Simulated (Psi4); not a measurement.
# N2H3 (hydrazinyl radical): UM06-L/def2-TZVP (sweep point 5)

What is the vertical ionisation energy of N2H3 (hydrazinyl radical) at UM06-L/def2-TZVP (sweep point 5)? 

The calculation is run with Psi4 1.11.

4 further runs of the same task are left out: 4 set aside as unsound or not needed.

## 1. The molecule

N2H3 has 5 atoms, charge 0, and is taken as a doublet. As SMILES, `[NH]N`. Geometry: relaxed at GFN2-xTB. This is one conformer, not always the lowest.

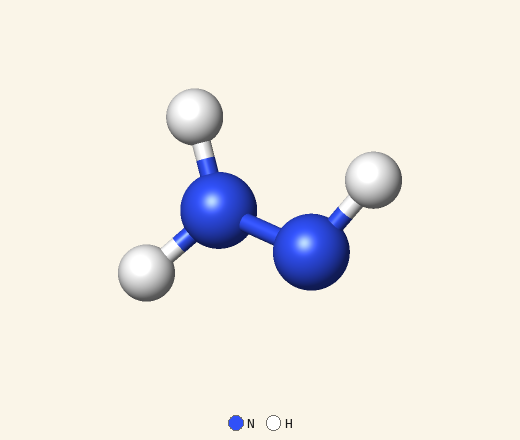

Viewed from a chosen angle; nitrogen blue, hydrogen white.

## 2. A single-point energy at UM06-L/def2-TZVP (sweep point 5)

The input, calc.py:

```python
import psi4

psi4.set_memory('1600 MB')
psi4.set_num_threads(1)
psi4.core.set_output_file('psi4.out', False)

geom = psi4.geometry("""
0 2
N     -0.33064538    -1.52213660     0.84519891
N     -0.23861572     0.47615429    -0.69141299
H      1.42060161    -1.86922260     1.57053248
H     -1.97111663     1.09188375    -1.20696808
H      1.11975722     1.82330225    -0.51735032
units bohr
symmetry c1
""")

psi4.set_options({
    'basis': 'def2-TZVP',
    'reference': 'uks',
    'puream': True,
    'scf_type': 'pk',
    'dft_radial_points': 75,
    'dft_spherical_points': 302,
    'maxiter': 150,
})

e = psi4.energy('m06-l', molecule=geom)
print('E =', round(e, 9))
for k, v in sorted(psi4.core.scalar_variables().items()):
    print(f'{k:45s} {v:18.10f}')
```

Started as:

```bash
$ python calc.py
```

psi4.out:

```text
[...]
  Running in c1 symmetry.
[...]
  Nuclear repulsion =   36.700927768882657
[...]
  Multiplicity = 2
[...]
  Nalpha       = 9
  Nbeta        = 8
[...]
    Number of basis functions: 80
[...]
   @UKS iter   1:  -111.03551050013222   -2.12098e-01   8.76749e-03 DIIS/ADIIS
[...]
   @UKS iter  10:  -111.25439320491272   -1.02892e-08   2.05872e-07 DIIS
[...]
   @S^2 Observed:                7.550124962E-01
[...]
    Orbital Energies [Eh]
    ---------------------
    Alpha Occupied:
       1A    -14.219855     2A    -14.173803     3A     -0.951811
       4A     -0.704524     5A     -0.516388     6A     -0.443040
       7A     -0.352531     8A     -0.255759     9A     -0.142937
    Alpha Virtual:
      10A      0.030592    11A      0.066369    12A      0.101364
      13A      0.227086    14A      0.306303    15A      0.335933
      16A      0.346395    17A      0.361873    18A      0.388780
      19A      0.412961    20A      0.428925    21A      0.452409
      22A      0.484745    23A      0.521014    24A      0.572275
      25A      0.840489    26A      0.945827    27A      1.019258
[...]
  @UKS Final Energy:  -111.25439320491272
   => Energetics <=
    Nuclear Repulsion Energy =             36.7009277688826572
    One-Electron Energy =                -222.9978794328369531
    Two-Electron Energy =                  89.9490896605243506
    DFT Exchange-Correlation Energy =     -14.9065312014827658
    Empirical Dispersion Energy =           0.0000000000000000
    VV10 Nonlocal Energy =                  0.0000000000000000
    Total Energy =                       -111.2543932049127164
[...]
 Multipole Moments:
 ------------------------------------------------------------------------------------
     Multipole            Electronic (a.u.)      Nuclear  (a.u.)        Total (a.u.)
 ------------------------------------------------------------------------------------
 L = 1.  Multiply by 2.5417464519 to convert [e a0] to [Debye]
 Dipole X            :         -0.1927066            0.6373496            0.4446430
 Dipole Y            :         -0.2786088            1.1710979            0.8924891
 Dipole Z            :          0.0123034           -0.1721823           -0.1598789
 Magnitude           :                                                    1.0098541
[...]
```

Standard output:

```text
E = -111.254393205
CURRENT ENERGY                                   -111.2543932049
CURRENT REFERENCE ENERGY                         -111.2543932049
DD SOLVATION ENERGY                                 0.0000000000
DFT FUNCTIONAL TOTAL ENERGY                      -111.2543932049
DFT TOTAL ENERGY                                 -111.2543932049
DFT VV10 ENERGY                                     0.0000000000
DFT XC ENERGY                                     -14.9065312015
GRID ELECTRONS ALPHA                                8.9999998096
GRID ELECTRONS BETA                                 7.9999994522
GRID ELECTRONS TOTAL                               16.9999992619
NUCLEAR REPULSION ENERGY                           36.7009277689
ONE-ELECTRON ENERGY                              -222.9978794328
PCM POLARIZATION ENERGY                             0.0000000000
PE ENERGY                                           0.0000000000
SCF ITERATION ENERGY                             -111.2543932049
SCF ITERATIONS                                     10.0000000000
SCF TOTAL ENERGY                                 -111.2543932049
TWO-ELECTRON ENERGY                                89.9490896605
XC GRID RADIAL POINTS                              75.0000000000
XC GRID SPHERICAL POINTS                          302.0000000000
XC GRID TOTAL POINTS                           109333.0000000000
```

Wall time 9 s (1 thread of INTEL XEON PLATINUM 8581C at 2.10GHz (Emerald Rapids), shared host); peak memory 0.89 GiB.

## 3. The singlet cation, same level

The input, run.py:

```python
import psi4

psi4.set_memory('1600 MB')
psi4.set_num_threads(1)
psi4.set_output_file('run.log', False)

geom = psi4.geometry("""
1 1
N     -0.33064538    -1.52213660     0.84519891
N     -0.23861572     0.47615429    -0.69141299
H      1.42060161    -1.86922260     1.57053248
H     -1.97111663     1.09188375    -1.20696808
H      1.11975722     1.82330225    -0.51735032
units au
symmetry c1
""")

psi4.set_options({
    'basis': 'def2-TZVP',
    'reference': 'rks',
    'puream': True,
    'scf_type': 'pk',
    'dft_radial_points': 75,
    'dft_spherical_points': 302,
})

e_tot = psi4.energy('m06-l')
print(f'm06-l energy: {e_tot:.10f} Eh')
```

Started as:

```bash
$ python run.py
```

run.log:

```text
[...]
  Running in c1 symmetry.
[...]
  Nuclear repulsion =   36.700927768882657
[...]
  Multiplicity = 1
[...]
  Nalpha       = 8
  Nbeta        = 8
[...]
    Number of basis functions: 80
[...]
   @RKS iter   1:  -110.90413050065200   -8.07181e-02   4.56376e-03 DIIS/ADIIS
[...]
   @RKS iter   8:  -110.95564365413929   -3.62087e-08   8.26746e-07 DIIS
[...]
    Orbital Energies [Eh]
    ---------------------
    Doubly Occupied:
       1A    -14.599544     2A    -14.577705     3A     -1.297598
       4A     -1.034847     5A     -0.848558     6A     -0.778683
       7A     -0.678111     8A     -0.583976
[...]
  @RKS Final Energy:  -110.95564365413929
   => Energetics <=
    Nuclear Repulsion Energy =             36.7009277688826572
    One-Electron Energy =                -217.0316702250809726
    Two-Electron Energy =                  83.9074052898445046
    DFT Exchange-Correlation Energy =     -14.5323064877854833
    Empirical Dispersion Energy =           0.0000000000000000
    VV10 Nonlocal Energy =                  0.0000000000000000
    Total Energy =                       -110.9556436541392941
[...]
 Multipole Moments:
 ------------------------------------------------------------------------------------
     Multipole            Electronic (a.u.)      Nuclear  (a.u.)        Total (a.u.)
 ------------------------------------------------------------------------------------
 L = 1.  Multiply by 2.5417464519 to convert [e a0] to [Debye]
 Dipole X            :         -0.1030010            0.6373496            0.5343486
 Dipole Y            :         -0.3051203            1.1710979            0.8659776
 Dipole Z            :          0.0523480           -0.1721823           -0.1198344
 Magnitude           :                                                    1.0246003
[...]
```

On the terminal:

```text
m06-l energy: -110.9556436541 Eh
```

Run time: 5.4 s. Hardware: 1 thread of INTEL XEON PLATINUM 8581C at 2.10GHz (Emerald Rapids), shared host; peak memory 0.89 GiB.

## 4. Results

At UM06-L/def2-TZVP (sweep point 5):

| quantity | value |
| --- | --- |
| doublet N2H3: total energy | -111.25439 Eh |
| doublet N2H3: dipole moment | 2.57 D |
| doublet N2H3: HOMO energy (highest over α and β) | -3.89 eV |
| doublet N2H3: LUMO energy (lowest over α and β) | -1.67 eV |
| doublet N2H3: ⟨S²⟩ | 0.755 |
| singlet cation: total energy | -110.95564 Eh |
| singlet cation: HOMO energy | -15.89 eV |
| singlet cation: LUMO energy | -12.30 eV |
| singlet cation: HOMO–LUMO gap | 3.59 eV |
| vertical ionisation energy (to the singlet cation) | 8.129 eV |

The vertical ionisation energy comes to 8.13 eV (784 kJ/mol). Only the singlet of the ionised species was computed; a triplet could lie lower.
